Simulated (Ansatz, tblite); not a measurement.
# C30H18O: charged states by level of theory, part 2 of 2

What does removing or adding an electron cost or gain for C30H18O? Each charged state is run at several levels.

Ansatz 0.2.0, Gaussian basis; as each input shows. Earlier steps stand in the parts before.

## Step 10: Relaxing the charge -1 doublet

in.yaml

```yaml
crystal:
  periodic: [false, false, false]
  atoms:
    - {symbol: O, position_ang: [4.743644, -2.160099, 1.637208]}
    - {symbol: C, position_ang: [3.556486, -1.662371, 1.198245]}
    - {symbol: C, position_ang: [2.332979, -2.140424, 1.625597]}
    - {symbol: C, position_ang: [1.103177, -1.551837, 1.200102]}
    - {symbol: C, position_ang: [-0.179298, -2.082425, 1.644359]}
    - {symbol: C, position_ang: [-0.270208, -3.094294, 2.634837]}
    - {symbol: C, position_ang: [-1.494834, -3.600243, 3.058821]}
    - {symbol: C, position_ang: [-2.686916, -3.075230, 2.518743]}
    - {symbol: C, position_ang: [-2.629790, -2.087923, 1.540367]}
    - {symbol: C, position_ang: [-1.389786, -1.585022, 1.051571]}
    - {symbol: C, position_ang: [-1.327646, -0.467890, 0.121706]}
    - {symbol: C, position_ang: [-2.450651, -0.027357, -0.703375]}
    - {symbol: C, position_ang: [-3.456209, -0.931791, -1.144773]}
    - {symbol: C, position_ang: [-4.474501, -0.528732, -2.006117]}
    - {symbol: C, position_ang: [-4.522702, 0.801930, -2.467383]}
    - {symbol: C, position_ang: [-3.524125, 1.695892, -2.087472]}
    - {symbol: C, position_ang: [-2.473373, 1.308797, -1.220388]}
    - {symbol: C, position_ang: [-1.405119, 2.225188, -0.837725]}
    - {symbol: C, position_ang: [-1.515647, 3.628732, -1.004863]}
    - {symbol: C, position_ang: [-0.499641, 4.490575, -0.600378]}
    - {symbol: C, position_ang: [0.656642, 3.965868, 0.014469]}
    - {symbol: C, position_ang: [0.792289, 2.591503, 0.181831]}
    - {symbol: C, position_ang: [-0.211933, 1.686686, -0.261329]}
    - {symbol: C, position_ang: [-0.117631, 0.254231, 0.026076]}
    - {symbol: C, position_ang: [1.130228, -0.422772, 0.338097]}
    - {symbol: C, position_ang: [2.396224, -0.065769, -0.288655]}
    - {symbol: C, position_ang: [2.484138, 0.768048, -1.442059]}
    - {symbol: C, position_ang: [3.706577, 1.092256, -2.016897]}
    - {symbol: C, position_ang: [4.914271, 0.595552, -1.470732]}
    - {symbol: C, position_ang: [4.867129, -0.277319, -0.392431]}
    - {symbol: C, position_ang: [3.622071, -0.643938, 0.186123]}
    - {symbol: H, position_ang: [4.562500, -2.854468, 2.297474]}
    - {symbol: H, position_ang: [2.321488, -2.995435, 2.317510]}
    - {symbol: H, position_ang: [0.646452, -3.480706, 3.100191]}
    - {symbol: H, position_ang: [-1.529321, -4.382453, 3.832127]}
    - {symbol: H, position_ang: [-3.664218, -3.424498, 2.885069]}
    - {symbol: H, position_ang: [-3.566880, -1.646017, 1.179742]}
    - {symbol: H, position_ang: [-3.396010, -1.987277, -0.849336]}
    - {symbol: H, position_ang: [-5.222986, -1.261187, -2.344749]}
    - {symbol: H, position_ang: [-5.321941, 1.125876, -3.151027]}
    - {symbol: H, position_ang: [-3.533932, 2.715759, -2.497229]}
    - {symbol: H, position_ang: [-2.436844, 4.050579, -1.431170]}
    - {symbol: H, position_ang: [-0.614503, 5.577217, -0.731671]}
    - {symbol: H, position_ang: [1.444926, 4.640544, 0.381310]}
    - {symbol: H, position_ang: [1.678828, 2.195486, 0.693729]}
    - {symbol: H, position_ang: [1.562968, 1.149090, -1.899575]}
    - {symbol: H, position_ang: [3.729785, 1.732179, -2.912159]}
    - {symbol: H, position_ang: [5.880471, 0.870820, -1.920066]}
    - {symbol: H, position_ang: [5.783370, -0.725331, 0.016274]}
basis:
  gaussian: {orbitals: def2-SVP, fitting: {mean_field: def2-universal-jkfit}}
total_charge: -1
magnetization: {spin_polarized: true, initial_magnetization: 1}
hamiltonian: {xc: pbe, dispersion: d4}
scf: {lower_state_search: "off"}
output: {orbitals: {seedname: orbitals}}
relax: {f_tol: 0.03, max_steps: 70}
```

Command:

```bash
$ ansatz run in.yaml --threads 2 --pin off --events-out ev --progress --plain --max-ram 32768MiB --backend cuda --devices 0, --max-vram 18GiB
```

What it wrote:

```text
Functional definition: PBE
  name "PBE"
  cite "Perdew, Burke & Ernzerhof, Phys. Rev. Lett. 77, 3865 (1996) doi:10.1103/PhysRevLett.77.3865"
  parent pbe
  parameter kappa = 0.804
  parameter beta = 0.06672455060314922
  exchange = pbe_x(kappa = kappa, mu = beta*pi^2/3)
  correlation = pbe_c(beta = beta)
these checks for a lower state are left out or cut short: stability, starts, cluster_reference, orbital_swaps, neighbouring_geometries, increment
2651 factors; integrals over basis functions are off by at most 2.2e-1 eV
mean field evaluation 1: about -33352.7623 eV, gradient 7.7e1 eV
mean field evaluation 2: about -33316.1958 eV, gradient 1.1e2 eV
mean field evaluation 4: about -33383.7719 eV, gradient 2.1e1 eV
mean field evaluation 8: about -33386.6741 eV, gradient 3.0e0 eV
mean field evaluation 16: about -33386.7118 eV, gradient 4.8e-2 eV
mean field evaluation 32: about -33386.7118 eV, gradient 2.4e-5 eV
mean field -33386.71177156 eV, -1226.9390272789 hartree, gradient 1.8e-6 eV, S^2 0.753355; 0 other end points of the search recorded, 0 dependent functions left out
the calculation of the forces begins
reference -33386.71184032 eV, -1226.9390298056 hartree; 104, 103 occupied and 420, 421 virtual orbitals, 2651 factors
relax step   1: F+E_penalty+E_count = -33389.15399608 eV  Δ(F+E_penalty+E_count) = +0.000e0 eV  max|allowed force component| = 1.261e0 eV/Å  Δτ_max = 0.0000 Å  (34 SCF iters, accepted)
these checks for a lower state are left out or cut short: stability, starts, cluster_reference, orbital_swaps, neighbouring_geometries, increment
2651 factors; integrals over basis functions are off by at most 2.2e-1 eV
mean field -33386.78915602 eV, -1226.9418711051 hartree, gradient 2.3e-6 eV, S^2 0.753630; 0 other end points of the search recorded, 0 dependent functions left out
the calculation of the forces begins
reference -33386.78922496 eV, -1226.9418736386 hartree; 104, 103 occupied and 420, 421 virtual orbitals, 2651 factors
relax step   2: F+E_penalty+E_count = -33389.22074934 eV  Δ(F+E_penalty+E_count) = -6.675e-2 eV  max|allowed force component| = 6.442e-1 eV/Å  Δτ_max = 0.0412 Å  (33 SCF iters, accepted)
these checks for a lower state are left out or cut short: stability, starts, cluster_reference, orbital_swaps, neighbouring_geometries, increment
2651 factors; integrals over basis functions are off by at most 2.2e-1 eV
mean field -33386.80942997 eV, -1226.9426161593 hartree, gradient 2.4e-6 eV, S^2 0.753847; 0 other end points of the search recorded, 0 dependent functions left out
the calculation of the forces begins
reference -33386.80949898 eV, -1226.9426186952 hartree; 104, 103 occupied and 420, 421 virtual orbitals, 2651 factors
relax step   3: F+E_penalty+E_count = -33389.24083077 eV  Δ(F+E_penalty+E_count) = -2.008e-2 eV  max|allowed force component| = 1.014e-1 eV/Å  Δτ_max = 0.0575 Å  (31 SCF iters, accepted)
these checks for a lower state are left out or cut short: stability, starts, cluster_reference, orbital_swaps, neighbouring_geometries, increment
2651 factors; integrals over basis functions are off by at most 2.2e-1 eV
mean field -33386.81250263 eV, -1226.9427290775 hartree, gradient 3.1e-6 eV, S^2 0.753851; 0 other end points of the search recorded, 0 dependent functions left out
the calculation of the forces begins
reference -33386.81257168 eV, -1226.9427316147 hartree; 104, 103 occupied and 420, 421 virtual orbitals, 2651 factors
relax step   4: F+E_penalty+E_count = -33389.24305230 eV  Δ(F+E_penalty+E_count) = -2.222e-3 eV  max|allowed force component| = 5.299e-2 eV/Å  Δτ_max = 0.0226 Å  (29 SCF iters, accepted)
these checks for a lower state are left out or cut short: stability, starts, cluster_reference, orbital_swaps, neighbouring_geometries, increment
2651 factors; integrals over basis functions are off by at most 2.2e-1 eV
mean field evaluation 64: about -33386.8118 eV, gradient 3.0e-1 eV
mean field -33386.81238212 eV, -1226.9427246488 hartree, gradient 7.8e-6 eV, S^2 0.753844; 0 other end points of the search recorded, 0 dependent functions left out
the calculation of the forces begins
reference -33386.81245116 eV, -1226.9427271859 hartree; 104, 103 occupied and 420, 421 virtual orbitals, 2651 factors
relax step   5: F+E_penalty+E_count = -33389.24347188 eV  Δ(F+E_penalty+E_count) = -4.196e-4 eV  max|allowed force component| = 2.393e-2 eV/Å  Δτ_max = 0.0062 Å  (21 SCF iters, accepted)
Total energy: -33389.24354091 eV, -1227.0320680864 hartree
Atom 0 at     4.754521    -2.215452     1.630363 Å, force     0.014405    -0.000778    -0.006496 eV/Å
Atom 1 at     3.566995    -1.681816     1.176510 Å, force     0.003885    -0.002854     0.000238 eV/Å
Atom 2 at     2.329249    -2.156649     1.593504 Å, force     0.004969    -0.012310     0.005514 eV/Å
Atom 3 at     1.103948    -1.562206     1.187085 Å, force    -0.007836     0.012569    -0.006985 eV/Å
Atom 4 at    -0.187421    -2.077042     1.660225 Å, force    -0.003240     0.008494    -0.001202 eV/Å
Atom 5 at    -0.271715    -3.078194     2.653113 Å, force    -0.001438    -0.003509     0.007632 eV/Å
Atom 6 at    -1.494133    -3.609997     3.086384 Å, force     0.004506    -0.006049     0.004544 eV/Å
Atom 7 at    -2.684486    -3.105009     2.530174 Å, force    -0.003518     0.004422    -0.000752 eV/Å
Atom 8 at    -2.638225    -2.110837     1.553778 Å, force    -0.004565     0.000050     0.002649 eV/Å
Atom 9 at    -1.405186    -1.570190     1.066946 Å, force     0.005539    -0.002172    -0.006893 eV/Å
Atom 10 at    -1.345270    -0.474307     0.129631 Å, force     0.021905     0.002392     0.006669 eV/Å
Atom 11 at    -2.447919    -0.043904    -0.708847 Å, force    -0.014651     0.007287    -0.008170 eV/Å
Atom 12 at    -3.489419    -0.923339    -1.138036 Å, force     0.009380    -0.001400     0.004839 eV/Å
Atom 13 at    -4.508161    -0.506614    -1.996900 Å, force    -0.006083    -0.001551    -0.006160 eV/Å
Atom 14 at    -4.528080     0.811436    -2.488782 Å, force    -0.001229    -0.001775     0.000156 eV/Å
Atom 15 at    -3.497282     1.685929    -2.115768 Å, force    -0.005511     0.004857    -0.007504 eV/Å
Atom 16 at    -2.463476     1.297084    -1.237129 Å, force     0.007277    -0.008290     0.005733 eV/Å
Atom 17 at    -1.403147     2.225568    -0.825165 Å, force     0.000950     0.000417     0.002668 eV/Å
Atom 18 at    -1.529605     3.624414    -0.984231 Å, force    -0.005514     0.004140    -0.000731 eV/Å
Atom 19 at    -0.516898     4.510762    -0.602937 Å, force     0.001729     0.004417     0.000795 eV/Å
Atom 20 at     0.656369     3.990225    -0.014125 Å, force    -0.001369     0.004031     0.002370 eV/Å
Atom 21 at     0.803338     2.618746     0.165154 Å, force     0.006053    -0.007099    -0.004396 eV/Å
Atom 22 at    -0.200147     1.687670    -0.246717 Å, force     0.001249    -0.000905     0.000764 eV/Å
Atom 23 at    -0.100133     0.266667     0.026654 Å, force    -0.023930    -0.000836    -0.003480 eV/Å
Atom 24 at     1.130598    -0.423423     0.323145 Å, force     0.018581    -0.012499     0.003544 eV/Å
Atom 25 at     2.410315    -0.082680    -0.298937 Å, force    -0.011371    -0.004946     0.004718 eV/Å
Atom 26 at     2.500729     0.744835    -1.450229 Å, force     0.002829     0.009693     0.000845 eV/Å
Atom 27 at     3.724660     1.100006    -2.014054 Å, force    -0.007125     0.000272    -0.004769 eV/Å
Atom 28 at     4.933226     0.623370    -1.448592 Å, force     0.008255     0.001270     0.002383 eV/Å
Atom 29 at     4.889693    -0.256012    -0.374789 Å, force     0.001003     0.002095     0.000429 eV/Å
Atom 30 at     3.642665    -0.657536     0.188936 Å, force    -0.002826     0.002663    -0.001847 eV/Å
Atom 31 at     4.523953    -2.901478     2.282263 Å, force    -0.017243     0.003799     0.000307 eV/Å
Atom 32 at     2.312514    -3.019048     2.279615 Å, force     0.001005     0.000782    -0.002451 eV/Å
Atom 33 at     0.652576    -3.452157     3.118103 Å, force    -0.001508     0.001188    -0.001140 eV/Å
Atom 34 at    -1.517977    -4.391211     3.862255 Å, force     0.001543     0.003671    -0.001164 eV/Å
Atom 35 at    -3.662218    -3.474338     2.881744 Å, force     0.000591     0.002306    -0.003107 eV/Å
Atom 36 at    -3.581288    -1.684084     1.188465 Å, force    -0.000507    -0.003884     0.001517 eV/Å
Atom 37 at    -3.453008    -1.976263    -0.827842 Å, force    -0.004329     0.001381    -0.001152 eV/Å
Atom 38 at    -5.281400    -1.227434    -2.310804 Å, force     0.003471     0.000138     0.003376 eV/Å
Atom 39 at    -5.321043     1.145875    -3.176066 Å, force     0.003321     0.000545     0.000662 eV/Å
Atom 40 at    -3.484097     2.703212    -2.535891 Å, force     0.001686    -0.002482     0.001359 eV/Å
Atom 41 at    -2.464536     4.030234    -1.400091 Å, force     0.001070    -0.002758     0.001427 eV/Å
Atom 42 at    -0.647725     5.596361    -0.734221 Å, force    -0.000549    -0.002973     0.000325 eV/Å
Atom 43 at     1.452403     4.670532     0.330309 Å, force     0.000695    -0.003131    -0.000629 eV/Å
Atom 44 at     1.705404     2.233279     0.659616 Å, force     0.000243     0.002856    -0.000753 eV/Å
Atom 45 at     1.570780     1.113129    -1.902954 Å, force    -0.001019    -0.001555     0.000699 eV/Å
Atom 46 at     3.746464     1.743413    -2.907564 Å, force     0.001003    -0.001565     0.001794 eV/Å
Atom 47 at     5.902600     0.921805    -1.880110 Å, force    -0.001769    -0.000448     0.002566 eV/Å
Atom 48 at     5.810988    -0.683331     0.046827 Å, force    -0.000014     0.000033    -0.000739 eV/Å
Dipole moment:     0.363347    -0.179549     0.155361 e Å
Checks for a lower state left out: stability, starts, cluster_reference, orbital_swaps, neighbouring_geometries, increment
```

Wall time 34 s (1 × H100 (card shared with other runs) with 2 threads of AMD EPYC 7R13, shared host).

Relaxation path:

```
step  energy from step 1 (eV)  largest force component (eV/Å)
   1                   0.0000                          1.2611
   2                  -0.0668                          0.6442
   3                  -0.0868                          0.1014
   4                  -0.0891                          0.0530
   5                  -0.0895                          0.0239
```

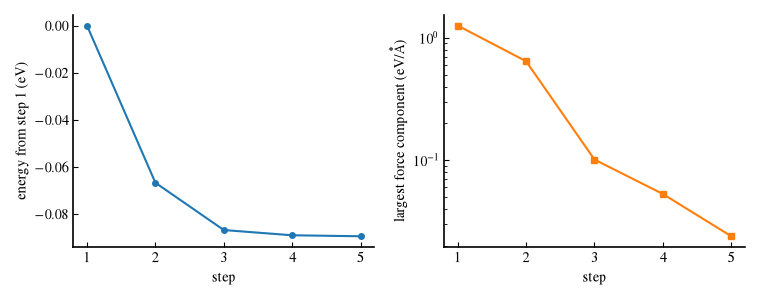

Energy and force, step by step.

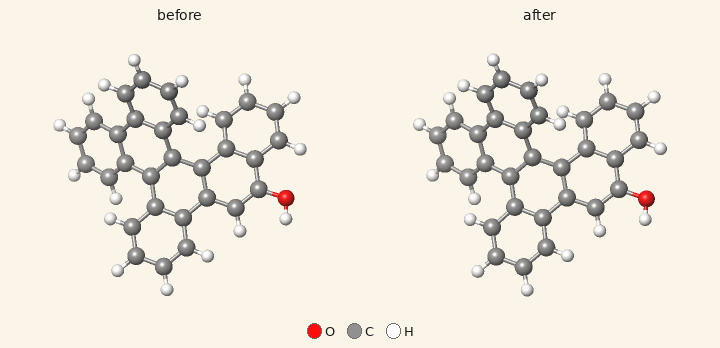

The geometry before (left) and after (right).

Close pairs (by a distance rule), those that changed most:

```csv
bond,before (Å),after (Å),change (Å)
C11–C24,1.412,1.453,+0.040
O1–C2,1.360,1.379,+0.019
C23–C24,1.464,1.451,-0.014
C2–C31,1.437,1.425,-0.012
C24–C25,1.454,1.442,-0.012
C10–C11,1.455,1.443,-0.012
C4–C5,1.457,1.469,+0.011
C11–C12,1.461,1.451,-0.011
```

## Step 11: Charge -1 doublet, PBE0-D4/def2-TZVP

in.yaml

```yaml
crystal:
  periodic: [false, false, false]
  atoms:
    - {symbol: O, position_ang: [4.754521, -2.215452, 1.630363]}
    - {symbol: C, position_ang: [3.566995, -1.681816, 1.176510]}
    - {symbol: C, position_ang: [2.329249, -2.156649, 1.593504]}
    - {symbol: C, position_ang: [1.103948, -1.562206, 1.187085]}
    - {symbol: C, position_ang: [-0.187421, -2.077042, 1.660225]}
    - {symbol: C, position_ang: [-0.271715, -3.078194, 2.653113]}
    - {symbol: C, position_ang: [-1.494133, -3.609997, 3.086384]}
    - {symbol: C, position_ang: [-2.684486, -3.105009, 2.530174]}
    - {symbol: C, position_ang: [-2.638225, -2.110837, 1.553778]}
    - {symbol: C, position_ang: [-1.405186, -1.570190, 1.066946]}
    - {symbol: C, position_ang: [-1.345270, -0.474307, 0.129631]}
    - {symbol: C, position_ang: [-2.447919, -0.043904, -0.708847]}
    - {symbol: C, position_ang: [-3.489419, -0.923339, -1.138036]}
    - {symbol: C, position_ang: [-4.508161, -0.506614, -1.996900]}
    - {symbol: C, position_ang: [-4.528080, 0.811436, -2.488782]}
    - {symbol: C, position_ang: [-3.497282, 1.685929, -2.115768]}
    - {symbol: C, position_ang: [-2.463476, 1.297084, -1.237129]}
    - {symbol: C, position_ang: [-1.403147, 2.225568, -0.825165]}
    - {symbol: C, position_ang: [-1.529605, 3.624414, -0.984231]}
    - {symbol: C, position_ang: [-0.516898, 4.510762, -0.602937]}
    - {symbol: C, position_ang: [0.656369, 3.990225, -0.014125]}
    - {symbol: C, position_ang: [0.803338, 2.618746, 0.165154]}
    - {symbol: C, position_ang: [-0.200147, 1.687670, -0.246717]}
    - {symbol: C, position_ang: [-0.100133, 0.266667, 0.026654]}
    - {symbol: C, position_ang: [1.130598, -0.423423, 0.323145]}
    - {symbol: C, position_ang: [2.410315, -0.082680, -0.298937]}
    - {symbol: C, position_ang: [2.500729, 0.744835, -1.450229]}
    - {symbol: C, position_ang: [3.724660, 1.100006, -2.014054]}
    - {symbol: C, position_ang: [4.933226, 0.623370, -1.448592]}
    - {symbol: C, position_ang: [4.889693, -0.256012, -0.374789]}
    - {symbol: C, position_ang: [3.642665, -0.657536, 0.188936]}
    - {symbol: H, position_ang: [4.523953, -2.901478, 2.282263]}
    - {symbol: H, position_ang: [2.312514, -3.019048, 2.279615]}
    - {symbol: H, position_ang: [0.652576, -3.452157, 3.118103]}
    - {symbol: H, position_ang: [-1.517977, -4.391211, 3.862255]}
    - {symbol: H, position_ang: [-3.662218, -3.474338, 2.881744]}
    - {symbol: H, position_ang: [-3.581288, -1.684084, 1.188465]}
    - {symbol: H, position_ang: [-3.453008, -1.976263, -0.827842]}
    - {symbol: H, position_ang: [-5.281400, -1.227434, -2.310804]}
    - {symbol: H, position_ang: [-5.321043, 1.145875, -3.176066]}
    - {symbol: H, position_ang: [-3.484097, 2.703212, -2.535891]}
    - {symbol: H, position_ang: [-2.464536, 4.030234, -1.400091]}
    - {symbol: H, position_ang: [-0.647725, 5.596361, -0.734221]}
    - {symbol: H, position_ang: [1.452403, 4.670532, 0.330309]}
    - {symbol: H, position_ang: [1.705404, 2.233279, 0.659616]}
    - {symbol: H, position_ang: [1.570780, 1.113129, -1.902954]}
    - {symbol: H, position_ang: [3.746464, 1.743413, -2.907564]}
    - {symbol: H, position_ang: [5.902600, 0.921805, -1.880110]}
    - {symbol: H, position_ang: [5.810988, -0.683331, 0.046827]}
basis:
  gaussian: {orbitals: def2-TZVP, fitting: {mean_field: def2-universal-jkfit}, initial_orbitals: start.molden}
total_charge: -1
magnetization: {spin_polarized: true, initial_magnetization: 1}
hamiltonian: {xc: pbe0, dispersion: d4}
scf: {omitted_lower_state_checks: [starts]}
output: {orbitals: {seedname: orbitals}}
```

Launched as before.

What it wrote (excerpt; [...] marks lines left out):

```text
Functional definition: PBE0
  name "PBE0"
  cite "Adamo & Barone, J. Chem. Phys. 110, 6158 (1999) doi:10.1063/1.478522"
  cite "Perdew, Burke & Ernzerhof, Phys. Rev. Lett. 77, 3865 (1996) doi:10.1103/PhysRevLett.77.3865"
  parent pbe
[...]
2651 factors; integrals over basis functions are off by at most 8.8e-1 eV
[...]
mean field -33423.91101992 eV, -1228.3060744415 hartree, gradient 2.3e-5 eV, S^2 0.769612; 0 other end points of the search recorded, 0 dependent functions left out
reference -33423.91109032 eV, -1228.3060770286 hartree; 104, 103 occupied and 965, 966 virtual orbitals, 2651 factors
Total energy: -33426.02489292 eV, -1228.3837578414 hartree
Checks for a lower state left out: starts
```

Run time: 25 s. Hardware: 1 × H100 (card shared with other runs) with 2 threads of AMD EPYC 7R13, shared host.

From the report: HOMO 0.19 eV, LUMO 1.60 eV (over both spins); ⟨S²⟩ 0.770 (pure: 0.75). Doubts: highest occupied level lies above zero.

## Step 12: Charge -1 doublet, PBE-D4/def2-TZVP

Changes to in.yaml since step 11:

```diff
@@ -56,3 +56,3 @@
 magnetization: {spin_polarized: true, initial_magnetization: 1}
-hamiltonian: {xc: pbe0, dispersion: d4}
+hamiltonian: {xc: pbe, dispersion: d4}
 scf: {omitted_lower_state_checks: [starts]}
```

The command is unchanged.

What it wrote:

```text
Functional definition: PBE
  name "PBE"
  cite "Perdew, Burke & Ernzerhof, Phys. Rev. Lett. 77, 3865 (1996) doi:10.1103/PhysRevLett.77.3865"
  parent pbe
  parameter kappa = 0.804
  parameter beta = 0.06672455060314922
  exchange = pbe_x(kappa = kappa, mu = beta*pi^2/3)
  correlation = pbe_c(beta = beta)
these checks for a lower state are left out or cut short: starts
2651 factors; integrals over basis functions are off by at most 8.8e-1 eV
mean field evaluation 1: about -33421.1085 eV, gradient 1.5e1 eV
mean field evaluation 2: about -33421.6505 eV, gradient 5.5e-1 eV
mean field evaluation 4: about -33421.6252 eV, gradient 6.7e-2 eV
mean field evaluation 8: about -33421.6253 eV, gradient 1.8e-5 eV
mean field -33421.62532186 eV, -1228.2220765872 hartree, gradient 1.3e-5 eV, S^2 0.753831; 0 other end points of the search recorded, 0 dependent functions left out
reference -33421.62541852 eV, -1228.2220801392 hartree; 104, 103 occupied and 965, 966 virtual orbitals, 2651 factors
Total energy: -33424.05650828 eV, -1228.3114210399 hartree
Checks for a lower state left out: starts
```

It took 21 s on 1 × H100 (card shared with other runs) with 2 threads of AMD EPYC 7R13, shared host; peak host memory 1.8 GiB.

Report: HOMO 0.66 eV, LUMO 0.90 eV (over both spins); ⟨S²⟩ 0.754 (pure: 0.75). Doubts: highest occupied level lies above zero.

## Step 13: Fields of the charge -1 doublet

The fields below are evaluated on a grid from the run's orbitals.

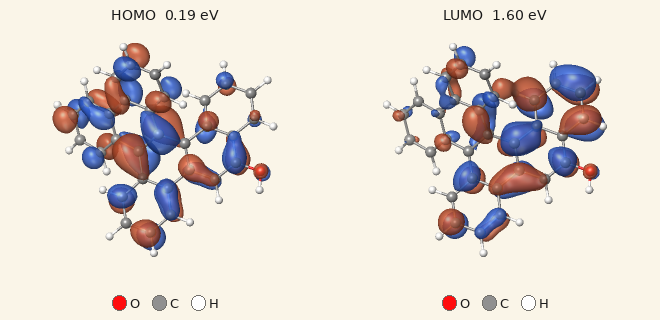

Frontier orbitals at PBE0-D4/def2-TZVP (alpha spin); each surface holds 70 % of the orbital's density, blue and red mark the sign.

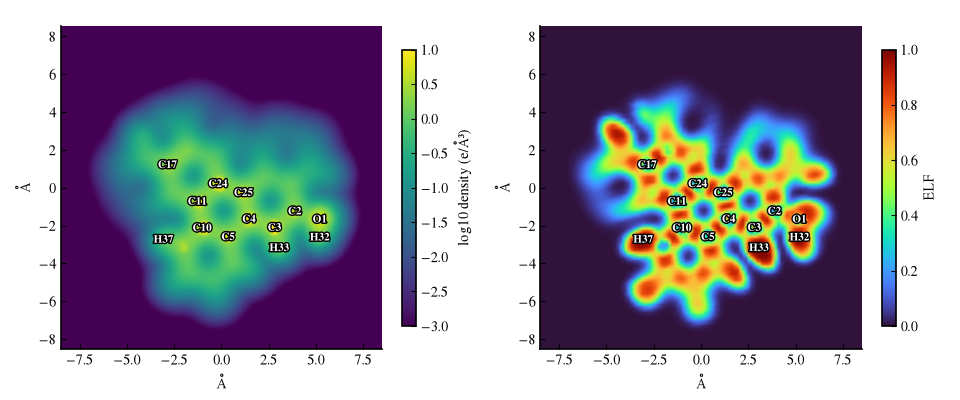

Density (left) and ELF (right) in a plane through or near 13 of the atoms.

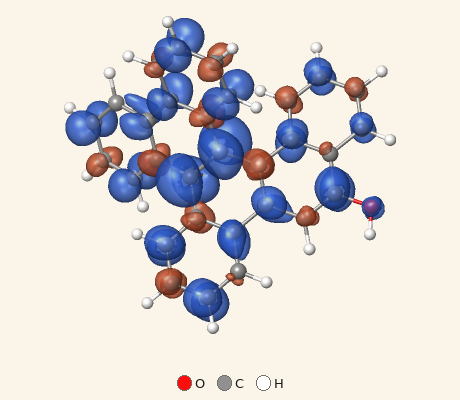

Spin density at ±0.01 e/Å³ (alpha excess blue, beta excess red).

## Step 14: Adiabatic electron affinity

Starting state less charged state (positive: the electron is bound), singlet to doublet; the starting state's energies are those of its earlier runs.

```csv
level,adiabatic electron affinity (eV),time
PBE-D4/def2-TZVP,+0.89,34 s
PBE0-D4/def2-TZVP,+0.70,45 s
```

Times add the two runs; a level without a time comes out of a correlated run.

## Step 15: Results

This closing draws on all 2 parts.

```
                                             quantity                                value
 vertical ionisation energy, functionals in def2-TZVP   6.51 (PBE-D4) to 6.68 eV (PBE0-D4)
 vertical electron affinity, functionals in def2-TZVP  0.45 (BHLYP-D4) to 0.84 eV (PBE-D4)
adiabatic electron affinity, functionals in def2-TZVP   0.70 (PBE0-D4) to 0.89 eV (PBE-D4)
       relaxation of the anion side, PBE-D4/def2-TZVP                              0.05 eV
```

**Reading.** The vertical ionisation energy spans 6.51 to 6.68 eV over the functionals. −ε(HOMO) misses the level's own difference by -0.52 eV at best (BHLYP-D4) and -1.70 eV at worst (PBE-D4). The vertical electron affinity spans 0.45 to 0.84 eV over the functionals. The anion's highest level lies above zero where self-interaction lifts it, so diffuse functions weigh on these values. −ε(LUMO) misses the level's own difference by +0.37 eV at best (BHLYP-D4) and +1.58 eV at worst (PBE-D4). The adiabatic electron affinity spans 0.70 to 0.89 eV over the functionals. The anion's highest level lies above zero where self-interaction lifts it, so diffuse functions weigh on these values. Relaxing the reduced state gains 0.05 eV at PBE-D4/def2-TZVP.
